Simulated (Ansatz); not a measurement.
TaH3Cl4O2: geometry relaxation (part 1 of 2)

- system: TaH3Cl4O2
- method: RHF/def2-SVP (Ansatz 0.2.0)

It belongs to a series of runs on one base structure; here: end point A relaxed. Figures and captions count atoms from 1; the log counts them from 0 in places.

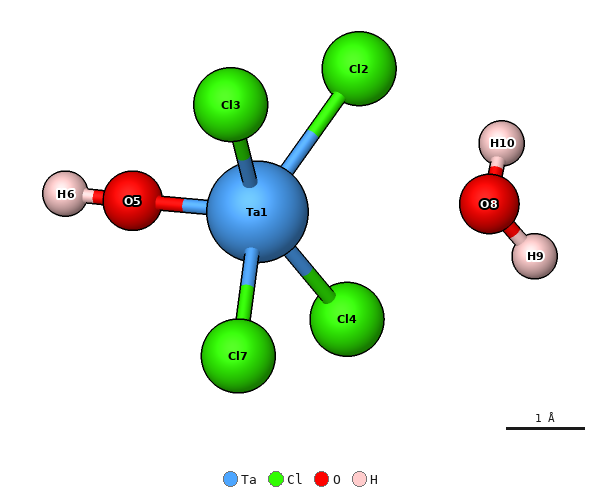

**Figure 1.** The input geometry (ball-and-stick view, seen at a tilt; atoms are numbered from 1 in the order of the input). Sticks mark near contacts. Bond lengths as drawn: Cl–Ta 2.33 to 2.44 Å, H–O 0.95 to 0.97 Å and O–Ta 1.81 Å.

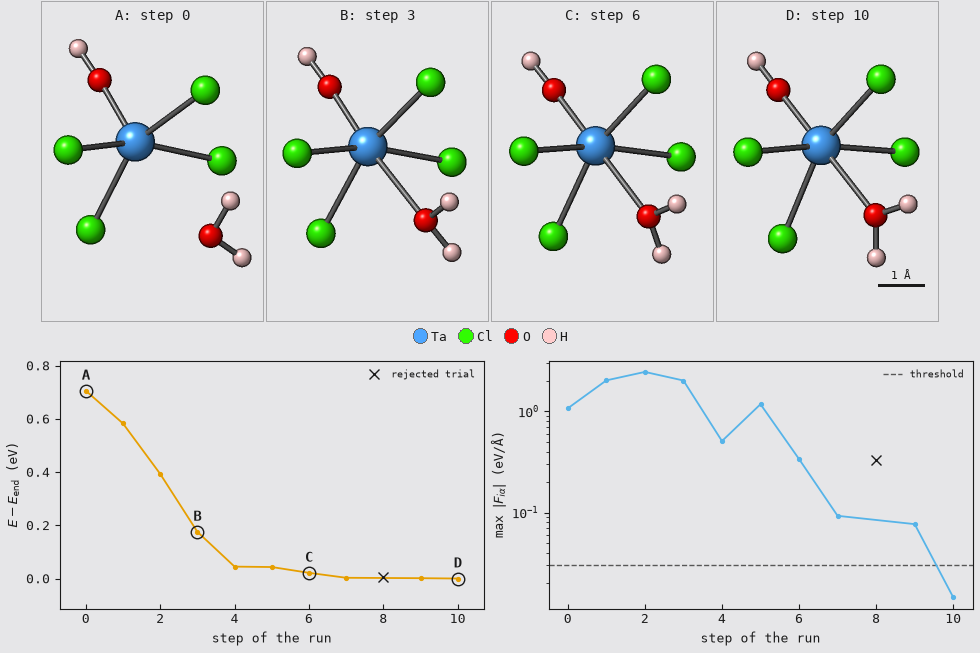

**Figure 2.** Frames of the relaxation (ball-and-stick view, seen at a tilt) above the curves, on which the letters mark them (the first geometry is step 0 here and step 1 in the log).

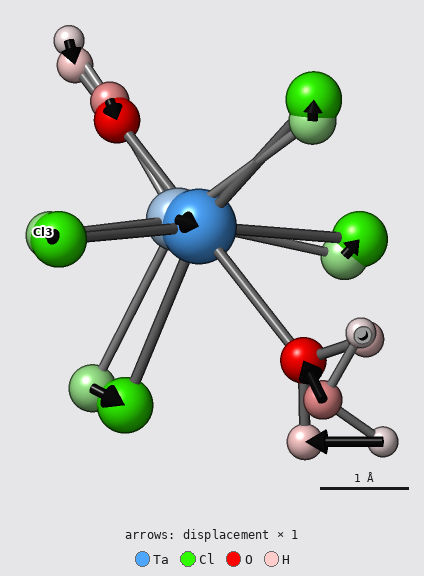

**Figure 3.** Start (faint) and end (solid) with the displacements as black arrows, at true length (ball-and-stick view, seen at a tilt). The two geometries are laid on each other by the best rigid fit. The largest move after the best rigid fit is that of H9, 0.90 Å. By element the largest moves are H 0.90 Å, O 0.64 Å, Cl 0.47 Å, Ta 0.32 Å. Among the contacts that change: Ta1–O8 3.202 → 2.287 Å, Ta1–Cl2 2.444 → 2.378 Å, Ta1–Cl7 2.333 → 2.377 Å, Ta1–Cl3 2.343 → 2.373 Å. New bonds form: Ta1–O8 (3.20 → 2.29 Å). Among the angles that change: Cl3–Ta1–Cl4 158.5° → 169.4°, Cl2–Ta1–Cl7 152.1° → 158.5°, H9–O8–H10 105.9° → 111.2°. After 10 geometry steps the energy has fallen by 0.706 eV. Largest force component: 1.1 eV/Å at the start, 0.015 eV/Å at the end. The line search rejected the trial step at point 8 (counted from 0) and went back. (Atoms are counted from 1 in the order of the input.)

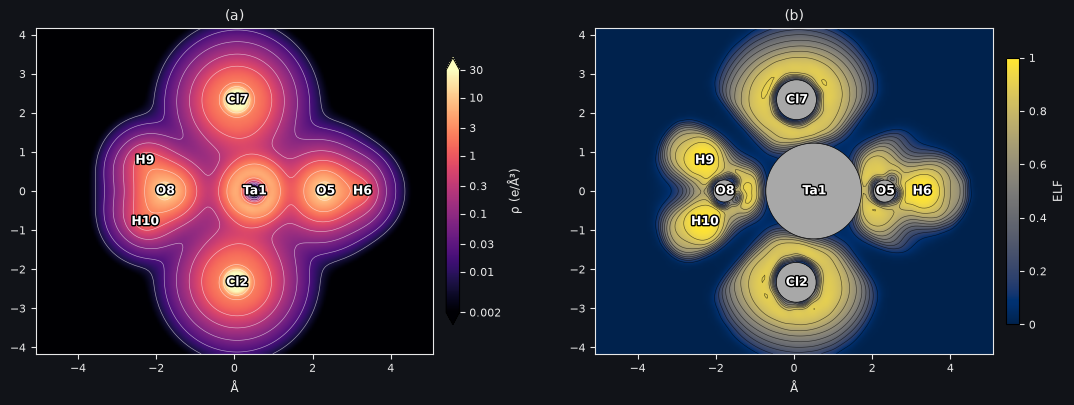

**Figure 4.** (a) total electron density; (b) ELF on the plane of atoms Cl2, Ta1 and O5. Grey discs, where drawn, cover atomic cores. Atoms in the plane: Ta, Cl, O and H. Ta–O (1.82 Å): ρ is about 1.1 e/Å³ halfway; the ELF peaks at about 0.80 in the valence shell of O, 0.5 Å from its nucleus, and drops to about 0.20 between the two atoms. Ta–Cl (2.38 Å): ρ at the midpoint is about 0.59 e/Å³; the ELF peaks at about 0.90 in the valence shell of Cl, 0.8 Å from its nucleus, and is about 0.40 at the midpoint. O–H (0.94 Å): ρ is about 3.9 e/Å³ halfway, with its minimum of 2.4 e/Å³ about 0.8 Å from O; the ELF climbs to about 1 towards the hydrogen, as it does in any bond to H; a covalent bond by its length.

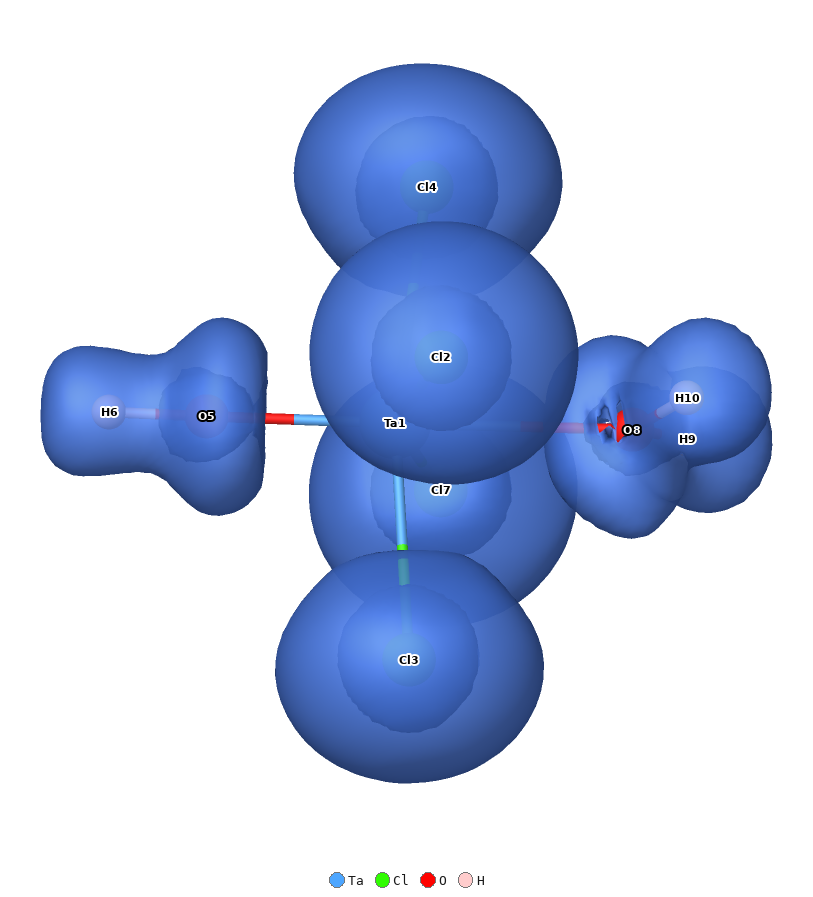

**Figure 5.** Isosurface of the ELF at 0.75 (blue), seen from the side. Only the valence region is drawn (cores and ρ < 0.01 e/Å³ removed). Profiles from the grid: Ta–O (1.82 Å): the ELF peaks at about 0.80 in the valence shell of O, 0.5 Å from its nucleus, and drops to about 0.20 between the two atoms. Ta–Cl (2.37 Å): the ELF peaks at about 0.90 in the valence shell of Cl, 0.9 Å from its nucleus, and is about 0.40 at the midpoint.

The input and output of the run follow.

**Input file**
```yaml
crystal:
  periodic: [false, false, false]
  atoms:
    - { symbol: Ta, position_ang: [-0.296664, 0.146921, 0.320634] }
    - { symbol: Cl, position_ang: [2.115238, 0.501485, 0.49003] }
    - { symbol: Cl, position_ang: [-0.318685, 0.180019, 2.663207] }
    - { symbol: Cl, position_ang: [0.130927, -0.646278, -1.858546] }
    - { symbol: O, position_ang: [-0.958516, 1.788783, -0.038683] }
    - { symbol: H, position_ang: [-1.334025, 2.647227, -0.165391] }
    - { symbol: Cl, position_ang: [-2.187642, -1.217825, 0.375013] }
    - { symbol: O, position_ang: [1.306998, -2.559531, 0.917334] }
    - { symbol: H, position_ang: [1.373452, -3.15937, 0.187496] }
    - { symbol: H, position_ang: [2.127018, -2.04033, 0.911206] }
basis:
  gaussian: { orbitals: def2-SVP }
hamiltonian:
  xc: hf
relax:
  f_tol: 0.03
  max_steps: 50
output:
  orbitals: {}
```

Run as:
```bash
ansatz run input.yaml --threads 4 --pin off --max-ram 5120MiB --backend cpu --events-out ev --progress --plain --runs-dir out
```

**Output**
```
The last accepted step is kept in [file] (removed where the run ends without a failure and the disk answers)
Engine: ansatz 0.2.0, x86_64-unknown-linux-gnu
Functional definition: HF
  exchange = exact_x
  correlation = 0
1481 factors; integrals over basis functions are off by at most 3.7e-4 eV
mean field evaluation 1: about -55651.6869 eV, gradient 5.8e1 eV
mean field evaluation 2: about -55651.8978 eV, gradient 5.8e1 eV
mean field evaluation 4: about -55659.4360 eV, gradient 6.1e0 eV
mean field evaluation 8: about -55659.5545 eV, gradient 5.9e-1 eV
mean field -55659.55626190 eV, -2045.4509652226 hartree, gradient 6.1e-5 eV, S^2 0.000000; 0 other end points of the search recorded, 0 dependent functions left out
the calculation of the forces begins
reference -55659.55626190 eV, -2045.4509652226 hartree; 50, 50 occupied and 97, 97 virtual orbitals, 1481 factors
relax step   1: F+E_penalty+E_count = -55659.55626190 eV  Δ(F+E_penalty+E_count) = +0.000e0 eV  max|allowed force component| = 1.074e0 eV/Å  Δτ_max = 0.0000 Å  (40 SCF iters, accepted)
these checks for a lower state are left out or cut short: starts, cluster_reference, orbital_swaps, neighbouring_geometries, increment
1481 factors; integrals over basis functions are off by at most 6.1e-4 eV
mean field evaluation 16: about -55659.6631 eV, gradient 1.8e0 eV
mean field -55659.67949444 eV, -2045.4554939348 hartree, gradient 2.1e-5 eV, S^2 0.000000; 0 other end points of the search recorded, 0 dependent functions left out
the calculation of the forces begins
reference -55659.67949444 eV, -2045.4554939348 hartree; 50, 50 occupied and 97, 97 virtual orbitals, 1481 factors
relax step   2: F+E_penalty+E_count = -55659.67949444 eV  Δ(F+E_penalty+E_count) = -1.232e-1 eV  max|allowed force component| = 2.029e0 eV/Å  Δτ_max = 0.1951 Å  (38 SCF iters, accepted)
these checks for a lower state are left out or cut short: starts, cluster_reference, orbital_swaps, neighbouring_geometries, increment
1481 factors; integrals over basis functions are off by at most 6.2e-4 eV
mean field -55659.86883516 eV, -2045.4624520781 hartree, gradient 1.8e-5 eV, S^2 0.000000; 0 other end points of the search recorded, 0 dependent functions left out
the calculation of the forces begins
reference -55659.86883516 eV, -2045.4624520781 hartree; 50, 50 occupied and 97, 97 virtual orbitals, 1481 factors
relax step   3: F+E_penalty+E_count = -55659.86883516 eV  Δ(F+E_penalty+E_count) = -1.893e-1 eV  max|allowed force component| = 2.460e0 eV/Å  Δτ_max = 0.1951 Å  (41 SCF iters, accepted)
these checks for a lower state are left out or cut short: starts, cluster_reference, orbital_swaps, neighbouring_geometries, increment
1481 factors; integrals over basis functions are off by at most 5.2e-4 eV
mean field evaluation 32: about -55659.6279 eV, gradient 3.2e1 eV
mean field -55660.08641173 eV, -2045.4704478694 hartree, gradient 1.7e-5 eV, S^2 0.000000; 0 other end points of the search recorded, 0 dependent functions left out
the calculation of the forces begins
reference -55660.08641173 eV, -2045.4704478694 hartree; 50, 50 occupied and 97, 97 virtual orbitals, 1481 factors
relax step   4: F+E_penalty+E_count = -55660.08641173 eV  Δ(F+E_penalty+E_count) = -2.176e-1 eV  max|allowed force component| = 2.022e0 eV/Å  Δτ_max = 0.1953 Å  (40 SCF iters, accepted)
these checks for a lower state are left out or cut short: starts, cluster_reference, orbital_swaps, neighbouring_geometries, increment
1481 factors; integrals over basis functions are off by at most 4.0e-4 eV
mean field -55660.21717583 eV, -2045.4752533616 hartree, gradient 1.9e-5 eV, S^2 0.000000; 0 other end points of the search recorded, 0 dependent functions left out
the calculation of the forces begins
reference -55660.21717583 eV, -2045.4752533616 hartree; 50, 50 occupied and 97, 97 virtual orbitals, 1481 factors
relax step   5: F+E_penalty+E_count = -55660.21717583 eV  Δ(F+E_penalty+E_count) = -1.308e-1 eV  max|allowed force component| = 5.093e-1 eV/Å  Δτ_max = 0.2000 Å  (39 SCF iters, accepted)
these checks for a lower state are left out or cut short: starts, cluster_reference, orbital_swaps, neighbouring_geometries, increment
1481 factors; integrals over basis functions are off by at most 3.9e-4 eV
mean field -55660.21871347 eV, -2045.4753098687 hartree, gradient 1.4e-5 eV, S^2 0.000000; 0 other end points of the search recorded, 0 dependent functions left out
the calculation of the forces begins
reference -55660.21871347 eV, -2045.4753098687 hartree; 50, 50 occupied and 97, 97 virtual orbitals, 1481 factors
relax step   6: F+E_penalty+E_count = -55660.21871347 eV  Δ(F+E_penalty+E_count) = -1.538e-3 eV  max|allowed force component| = 1.179e0 eV/Å  Δτ_max = 0.1049 Å  (38 SCF iters, accepted)
these checks for a lower state are left out or cut short: starts, cluster_reference, orbital_swaps, neighbouring_geometries, increment
1481 factors; integrals over basis functions are off by at most 3.6e-4 eV
mean field evaluation 64: about -55660.2406 eV, gradient 1.7e-5 eV
mean field -55660.24055381 eV, -2045.4761124865 hartree, gradient 1.7e-5 eV, S^2 0.000000; 0 other end points of the search recorded, 0 dependent functions left out
the calculation of the forces begins
reference -55660.24055381 eV, -2045.4761124865 hartree; 50, 50 occupied and 97, 97 virtual orbitals, 1481 factors
relax step   7: F+E_penalty+E_count = -55660.24055381 eV  Δ(F+E_penalty+E_count) = -2.184e-2 eV  max|allowed force component| = 3.381e-1 eV/Å  Δτ_max = 0.0929 Å  (40 SCF iters, accepted)
these checks for a lower state are left out or cut short: starts, cluster_reference, orbital_swaps, neighbouring_geometries, increment
1481 factors; integrals over basis functions are off by at most 3.5e-4 eV
mean field -55660.25912285 eV, -2045.4767948859 hartree, gradient 1.7e-5 eV, S^2 0.000000; 0 other end points of the search recorded, 0 dependent functions left out
the calculation of the forces begins
reference -55660.25912285 eV, -2045.4767948859 hartree; 50, 50 occupied and 97, 97 virtual orbitals, 1481 factors
relax step   8: F+E_penalty+E_count = -55660.25912285 eV  Δ(F+E_penalty+E_count) = -1.857e-2 eV  max|allowed force component| = 9.283e-2 eV/Å  Δτ_max = 0.2000 Å  (39 SCF iters, accepted)
these checks for a lower state are left out or cut short: starts, cluster_reference, orbital_swaps, neighbouring_geometries, increment
1481 factors; integrals over basis functions are off by at most 2.7e-4 eV
mean field -55660.25788322 eV, -2045.4767493304 hartree, gradient 1.7e-5 eV, S^2 0.000000; 0 other end points of the search recorded, 0 dependent functions left out
the calculation of the forces begins
reference -55660.25788322 eV, -2045.4767493304 hartree; 50, 50 occupied and 97, 97 virtual orbitals, 1481 factors
```
